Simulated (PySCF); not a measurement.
## Excited-state calculation, with input and output: C3H6O2

The run: excited-state calculation of C3H6O2 (Ethyl formate), SMILES CCOC=O. Method and program: TDDFT wB97X-D/aug-cc-pVTZ, vertical, gas phase, core orbitals frozen in the response (PySCF 2.14.0).

The geometry comes from this level: PBE0-D3(BJ)/def2-TZVP.

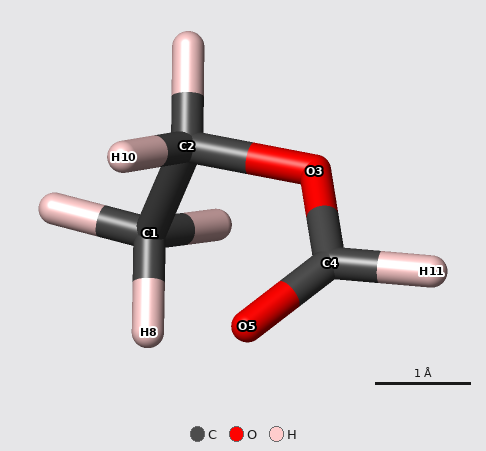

**Figure 1.** The structure as given in the input (stick view, seen at an oblique angle; atoms are numbered from 1 in the order of the input). Bond lengths as drawn: C–C 1.51 Å, C–H 1.09 to 1.10 Å and C–O 1.20 to 1.44 Å.

Key numbers

- outcome: converged
- total energy: −268.396984 hartree
- HOMO: −10.22 eV
- LUMO: 0.84 eV
- dipole moment: 2.00 D
- mean polarisability: 45.59 a.u.
- vertical ionisation energy: 10.80 eV
- lowest singlet excitation: 5.92 eV
- hardware: 1 CPU thread, shared host
- wall time: 3.3 min
- peak memory: 1.7 GiB

Input
```
{"job": {"kind": "uv", "xc": "wB97X-D", "basis": "aug-cc-pVTZ", "ip": true, "dynamic": false}, "charge": 0, "multiplicity": 1}
C     -1.255653     0.195668    -0.509775
C     -0.370831     0.076764     0.706140
O      0.941748     0.606969     0.451050
C      1.814959    -0.221371    -0.113130
O      1.615770    -1.360606    -0.420916
H     -1.322662     1.232969    -0.842705
H     -2.261966    -0.153377    -0.267390
H     -0.872312    -0.415715    -1.327604
H     -0.748333     0.673295     1.536628
H     -0.273145    -0.962690     1.022980
H      2.771646     0.304029    -0.251611
```

The first line tells a small driver script what to run in PySCF; the rest is the geometry in Å.

Command:
```bash
OMP_NUM_THREADS=1 python <driver script> task.json out
```

Output
```
coarse grid: 9152 points
cycle   1  E = -268.2510371440  dE =  8.064e-01  |g| = 9.316e-01  |ddm| = 7.059e+00
cycle   2  E = -268.1317503940  dE =  1.193e-01  |g| = 1.299e+00  |ddm| = 2.680e+00
cycle   3  E = -268.4083196873  dE = -2.766e-01  |g| = 1.441e-01  |ddm| = 1.334e+00
cycle   4  E = -268.4111308218  dE = -2.811e-03  |g| = 6.932e-02  |ddm| = 2.208e-01
cycle   5  E = -268.4119049448  dE = -7.741e-04  |g| = 1.044e-02  |ddm| = 1.043e-01
cycle   6  E = -268.4119280486  dE = -2.310e-05  |g| = 3.462e-03  |ddm| = 2.967e-02
cycle   7  E = -268.4119313165  dE = -3.268e-06  |g| = 7.764e-04  |ddm| = 9.269e-03
final grid: 88272 points
cycle   8  E = -268.3969791175  dE = -1.522e-04  |g| = 4.475e-03  |ddm| = 4.013e-01
cycle   9  E = -268.3969809179  dE = -1.800e-06  |g| = 3.763e-03  |ddm| = 3.648e-02
cycle  10  E = -268.3969832934  dE = -2.376e-06  |g| = 1.188e-03  |ddm| = 6.600e-03
cycle  11  E = -268.3969834869  dE = -1.935e-07  |g| = 5.315e-04  |ddm| = 2.889e-03
cycle  12  E = -268.3969835437  dE = -5.680e-08  |g| = 8.356e-05  |ddm| = 1.058e-03
cycle  13  E = -268.3969835452  dE = -1.492e-09  |g| = 4.174e-05  |ddm| = 2.197e-04
cycle  14  E = -268.3969835456  dE = -4.400e-10  |g| = 9.242e-06  |ddm| = 1.163e-04
```

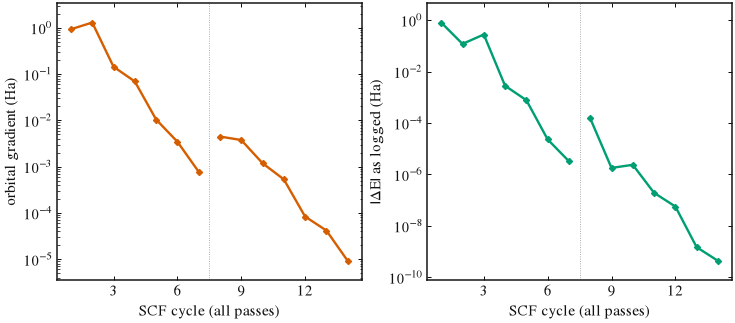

**Figure 2.** Convergence of the self-consistent field: orbital gradient and size of the energy change against the SCF cycle. The dotted line marks the change from a coarse to the final integration grid. The first 7 cycles use a coarse grid, the final grid takes over at cycle 8, and the field converges after 14 cycles in all.

```
converged SCF energy = -268.3969835456

Static polarisability (au): isotropic 45.594, principal 39.051 45.062 52.669

Singlet excitations
state   eV       nm        f      main configurations
  1   5.9250    209.3   0.00151   H->L+6 0.60, H->L+5 0.24
  2   7.7240    160.5   0.00710   H->L 0.38, H->L+1 0.22, H->L+3 0.17
  3   8.0873    153.3   0.11353   H-1->L+6 0.40, H-1->L+5 0.18, H-1->L 0.11
  4   8.2478    150.3   0.06107   H->L+1 0.41, H->L+4 0.22, H->L+3 0.11
  5   8.3670    148.2   0.00930   H-1->L 0.52, H-1->L+1 0.10
  6   8.4053    147.5   0.00173   H->L+2 0.61
  7   8.5212    145.5   0.00018   H-2->L+6 0.43, H-2->L+5 0.18, H-3->L+6 0.11
  8   8.6397    143.5   0.00411   H->L 0.39, H->L+3 0.33, H->L+7 0.08
  9   8.8504    140.1   0.02304   H-1->L+1 0.61, H-1->L+2 0.12
 10   8.9206    139.0   0.01113   H-1->L+2 0.62

Triplet excitations (Tamm-Dancoff, eV): 5.4287 6.1095 7.6311 8.1204
Vertical ionisation energy (delta-SCF) = 10.8001 eV
```

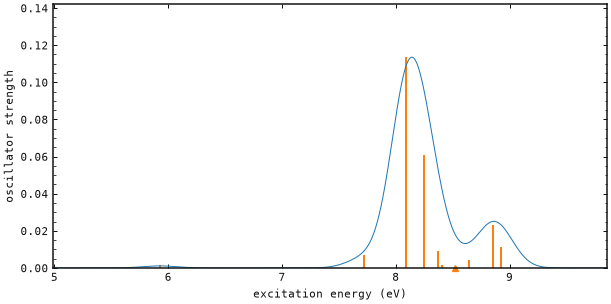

**Figure 3.** Computed excitations as sticks (degenerate states added up, dark ones marked on the axis), with a Gaussian envelope of 0.35 eV full width at half maximum, scaled to the tallest. Of the 10 states the lowest lies at 5.92 eV (f = 0.002); the strongest line is at 8.09 eV, or 153 nm (f = 0.114).

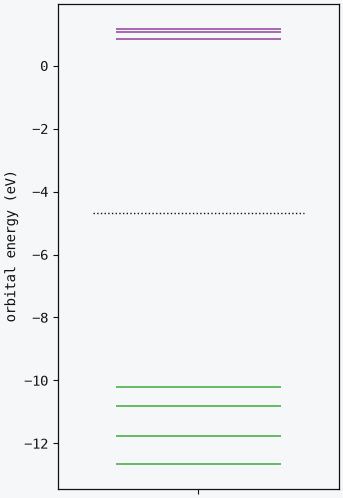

**Figure 4.** Orbital energies near the frontier; the dotted line parts filled from empty levels, and levels within 0.02 eV of each other stand side by side. Highest filled −10.22 eV, lowest empty 0.84 eV, 11.06 eV apart.
